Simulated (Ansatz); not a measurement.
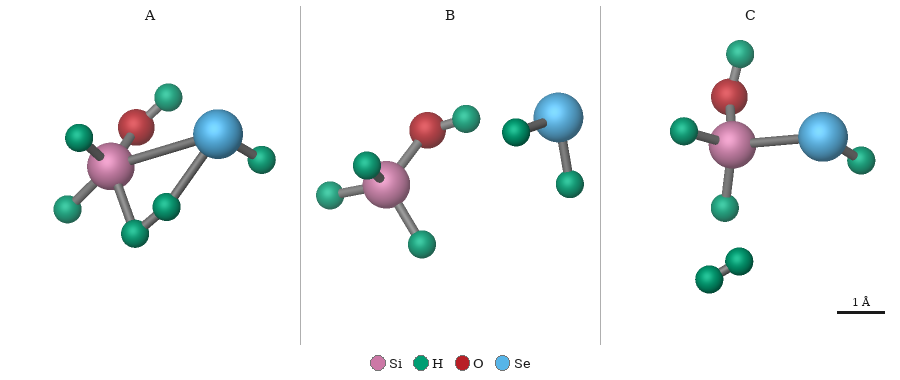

Three geometries of SiH$_{6}$SeO: a saddle point and the two minima that it joins, in shuffled order. Style: ball-and-stick. Shown from a free direction. Sticks join atoms that are closer than about 1.2 times the sum of their covalent radii (a little more with hydrogen).

Stationary points at PBE0-D4/def2-TZVP, single-point energies with CCSD(T)/CBS, B2PLYP, BHLYP-D4 (def2-TZVPP where no basis is named; Ansatz 0.2.0). The energies are electronic, without zero-point or thermal terms, and both ends are the minima reached downhill from the saddle, with any fragments still in contact. CCSD(T)/CBS stands for a frozen-core estimate: MP2 correlation extrapolated from def2-TZVPP and def2-QZVPP, CCSD(T) minus MP2 from the smaller set.

Q: Which frame is the transition state, what reaction does it lead through, and what barrier is to be expected?

A: Frame A is the saddle point. Counted by bonded pieces, B holds H₂Se + SiH₄O and C holds H₂ + SiH₄SeO. From B over the saddle to C, bonds form: Se–Si (4.17 → 2.73 → 2.28 Å), H–H (3.89 → 0.93 → 0.75 Å). Bonds break: H–Si (1.49 → 1.72 → 3.71 Å), H–Se (1.47 → 1.93 → 3.39 Å). The saddle has one imaginary mode, 906i cm⁻¹. With CCSD(T)/CBS the barrier is 178.5 kJ/mol from B and 220.1 kJ/mol from C, and C lies 41.6 kJ/mol below B.

| level | barrier from B (kJ/mol) | barrier from C (kJ/mol) | C less B (kJ/mol) |
| --- | --- | --- | --- |
| CCSD(T)/CBS | 178.5 | 220.1 | −41.6 |
| B2PLYP | 182.8 | 218.5 | −35.7 |
| BHLYP-D4 | 195.7 | 229.6 | −33.9 |

Against CCSD(T)/CBS, B2PLYP comes closest on the barrier from B (+4.3 kJ/mol) and BHLYP-D4 misses most (+17.2 kJ/mol).

Limits of the set-up: the start holds two separate molecules, 2.6 Å apart at their closest, whose relative position is a soft coordinate.
